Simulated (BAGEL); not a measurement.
# C2H4BClN (SMILES [H]/[C]=C\B(N)Cl) at UHF/6-31G(d) (density fitting with qzvpp-jkfit, spherical functions)

Aim: the vertical doublet–quartet gap of C2H4BClN at UHF/6-31G* (density fitting with qzvpp-jkfit, spherical functions), from 2 runs. 

The calculation is run with BAGEL 1.2.2.

1 further run of the same task is left out (set aside as unsound or not needed). Runs told in other sessions of the task aren't counted.

### 1 The molecule

The species is C2H4BClN (9 atoms), meant as a doublet with charge 0. SMILES: `[H]/[C]=C\B(N)Cl`. The coordinates come from a GFN2-xTB relaxation. This is one conformer, not always the lowest.

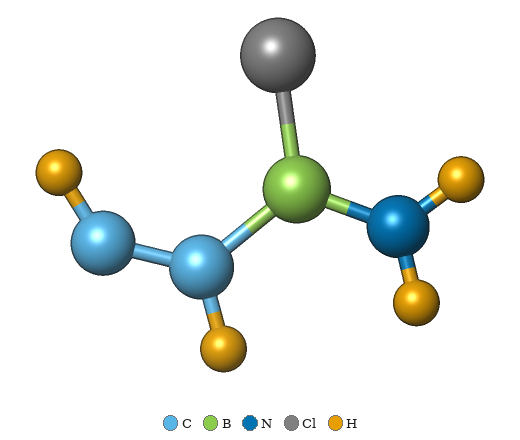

Viewed from a chosen angle; carbon blue, boron green, nitrogen blue, chlorine grey, hydrogen amber.

### 2 A single-point energy at UHF/6-31G(d) (density fitting with qzvpp-jkfit, spherical functions)

calc.json reads:

```json
{ "bagel" : [

{
  "title" : "molecule",
  "basis" : "6-31gs.json",
  "df_basis" : "qzvpp-jkfit",
  "angstrom" : "true",
  "geometry" : [
    { "atom" : "C", "xyz" : [   -0.946930,    1.388180,    1.372170 ] },
    { "atom" : "C", "xyz" : [   -0.321040,    0.325010,    0.968690 ] },
    { "atom" : "B", "xyz" : [    0.052590,   -0.052210,   -0.516980 ] },
    { "atom" : "N", "xyz" : [    0.812020,   -1.180090,   -0.788310 ] },
    { "atom" : "Cl", "xyz" : [   -0.466760,    0.926940,   -1.848380 ] },
    { "atom" : "H", "xyz" : [   -1.368540,    2.250710,    0.903700 ] },
    { "atom" : "H", "xyz" : [    0.002240,   -0.403350,    1.709250 ] },
    { "atom" : "H", "xyz" : [    1.159950,   -1.802440,   -0.079320 ] },
    { "atom" : "H", "xyz" : [    1.076470,   -1.452760,   -1.720830 ] }
  ]
},
{ "title" : "uhf", "nopen" : 1 },
{ "title" : "print", "file" : "orbitals.molden", "orbitals" : "true" }

]}
```

The basis set 6-31G* is read from a file made from the Basis Set Exchange's data (not shown).

On the command line:

```
$ BAGEL_NUM_THREADS=1 BAGEL calc.json > calc.out
```

Log:

```text
* using 1 threads per process

  ===============================================================
  ===============================================================

  *** Geometry ***

  { "atom" : "C", "xyz" : [     -1.789438,      2.623280,      2.593025 ] },
  { "atom" : "C", "xyz" : [     -0.606678,      0.614180,      1.830559 ] },
  { "atom" : "B", "xyz" : [      0.099381,     -0.098663,     -0.976951 ] },
  { "atom" : "N", "xyz" : [      1.534495,     -2.230047,     -1.489690 ] },
  { "atom" : "Cl", "xyz" : [     -0.882049,      1.751663,     -3.492932 ] },
  { "atom" : "H", "xyz" : [     -2.586166,      4.253225,      1.707745 ] },
  { "atom" : "H", "xyz" : [      0.004233,     -0.762221,      3.230014 ] },
  { "atom" : "H", "xyz" : [      2.191988,     -3.406118,     -0.149893 ] },
  { "atom" : "H", "xyz" : [      2.034233,     -2.745319,     -3.251897 ] },

  Number of auxiliary basis functions:      502

  Since a DF basis is specified, we compute 2- and 3-index integrals:
    o Being stored without compression. Storage requirement is 0.027 GB

  Number of basis functions:       82
  Number of electrons      :       45

    * METHOD: MOLECULE                             0.58

  *** Open-shell HF ***

  === Nuclear Repulsion ===
   181.6542089931

      * DIIS with orbital gradients will be used.

  === UHF iteration (6-31gs.json) ===
      0       -616.50129493          0.03473414           0.30
      1       -616.65191852          0.01689362           0.29
      2       -616.68036165          0.00907428           0.28
      3       -616.69107177          0.00159225           0.28
      4       -616.69270200          0.00054999           0.37
      5       -616.69338325          0.00026318           0.27
      6       -616.69411584          0.00010387           0.27
      7       -616.69460567          0.00008675           0.27
      8       -616.69497077          0.00007206           0.26
      9       -616.69575452          0.00007102           0.28
     10       -616.69582159          0.00006892           0.27
     11       -616.69658407          0.00006078           0.27
     12       -616.69662687          0.00002026           0.26
     13       -616.69662856          0.00001585           0.29
     14       -616.69662809          0.00001390           0.30
     15       -616.69663308          0.00000296           0.28
     16       -616.69663309          0.00000072           0.27
     17       -616.69663311          0.00000034           0.27
     18       -616.69663311          0.00000016           0.28
     19       -616.69663311          0.00000010           0.30
     20       -616.69663311          0.00000006           0.27
     21       -616.69663311          0.00000003           0.26
     22       -616.69663311          0.00000002           0.26
     23       -616.69663311          0.00000001           0.27
    * SCF iteration converged.

    * S^2 (UHF) is 0.9528

    * Permanent dipole moment:
           (   -0.497897,     0.768222,    -0.226457) a.u.

    * METHOD: UHF                                  7.16

    * METHOD: PRINT                                0.04

  ===============================================================
```

Run time: 8.4 s. Hardware: 1 thread of AMD EPYC, shared host; peak memory 0.12 GiB.

### 3 The quartet

Edit calc.json of step 2 so:

```diff
@@ -6,3 +6,3 @@
   "df_basis" : "qzvpp-jkfit",
-  "angstrom" : "true",
+  "angstrom" : true,
   "geometry" : [
@@ -19,4 +19,11 @@
 },
-{ "title" : "uhf", "nopen" : 1 },
-{ "title" : "print", "file" : "orbitals.molden", "orbitals" : "true" }
+{
+  "title" : "uhf",
+  "nopen" : 3
+},
+{
+  "title" : "print",
+  "file" : "orbitals.molden",
+  "orbitals" : true
+}
```

The basis set 6-31G* is read from a file made from the Basis Set Exchange's data (not shown).

On the command line:

```
$ BAGEL_NUM_THREADS=1 BAGEL calc.json > calc.out
```

Log:

```text
* using 1 threads per process

  ===============================================================
  ===============================================================

  *** Geometry ***

  { "atom" : "C", "xyz" : [     -1.789438,      2.623280,      2.593025 ] },
  { "atom" : "C", "xyz" : [     -0.606678,      0.614180,      1.830559 ] },
  { "atom" : "B", "xyz" : [      0.099381,     -0.098663,     -0.976951 ] },
  { "atom" : "N", "xyz" : [      1.534495,     -2.230047,     -1.489690 ] },
  { "atom" : "Cl", "xyz" : [     -0.882049,      1.751663,     -3.492932 ] },
  { "atom" : "H", "xyz" : [     -2.586166,      4.253225,      1.707745 ] },
  { "atom" : "H", "xyz" : [      0.004233,     -0.762221,      3.230014 ] },
  { "atom" : "H", "xyz" : [      2.191988,     -3.406118,     -0.149893 ] },
  { "atom" : "H", "xyz" : [      2.034233,     -2.745319,     -3.251897 ] },

  Number of auxiliary basis functions:      502

  Since a DF basis is specified, we compute 2- and 3-index integrals:
    o Being stored without compression. Storage requirement is 0.027 GB

  Number of basis functions:       82
  Number of electrons      :       45

    * METHOD: MOLECULE                             0.63

  *** Open-shell HF ***

  === Nuclear Repulsion ===
   181.6542089931

      * DIIS with orbital gradients will be used.

  === UHF iteration (6-31gs.json) ===
      0       -616.36382508          0.03446054           0.32
      1       -616.52440098          0.01809185           0.30
      2       -616.56037548          0.00999351           0.30
      3       -616.57460449          0.00195170           0.38
      4       -616.57741482          0.00068376           0.29
      5       -616.57798603          0.00028769           0.29
      6       -616.57810027          0.00009073           0.28
      7       -616.57811771          0.00004089           0.27
      8       -616.57812165          0.00000916           0.28
      9       -616.57812185          0.00000414           0.27
     10       -616.57812189          0.00000206           0.27
     11       -616.57812191          0.00000089           0.27
     12       -616.57812191          0.00000050           0.28
     13       -616.57812191          0.00000021           0.27
     14       -616.57812191          0.00000010           0.27
     15       -616.57812191          0.00000004           0.27
     16       -616.57812191          0.00000002           0.27
     17       -616.57812191          0.00000001           0.27
     18       -616.57812191          0.00000001           0.28
    * SCF iteration converged.

    * S^2 (UHF) is 3.7692

    * Permanent dipole moment:
           (   -0.500176,     0.801741,    -0.383797) a.u.

    * METHOD: UHF                                  5.92

    * METHOD: PRINT                                0.04

  ===============================================================
```

Run time: 7.2 s. Hardware: 1 thread of AMD EPYC, shared host; peak memory 0.12 GiB.

### 4 Summary of results

Level: UHF/6-31G* (density fitting with qzvpp-jkfit, spherical functions).

| quantity | value |
| --- | --- |
| doublet: total energy | -616.69663 Eh |
| doublet: dipole moment | 2.40 D |
| doublet: ⟨S²⟩ | 0.953 |
| quartet: total energy | -616.57812 Eh |
| quartet: dipole moment | 2.59 D |
| quartet: ⟨S²⟩ | 3.769 |
| vertical energy of the quartet above the doublet | 3.225 eV |

At this shape the quartet lies 3.22 eV (74 kcal/mol) above the doublet. ⟨S²⟩ (doublet) is 0.95 where a pure doublet has 0.75: the reference is spin-contaminated.
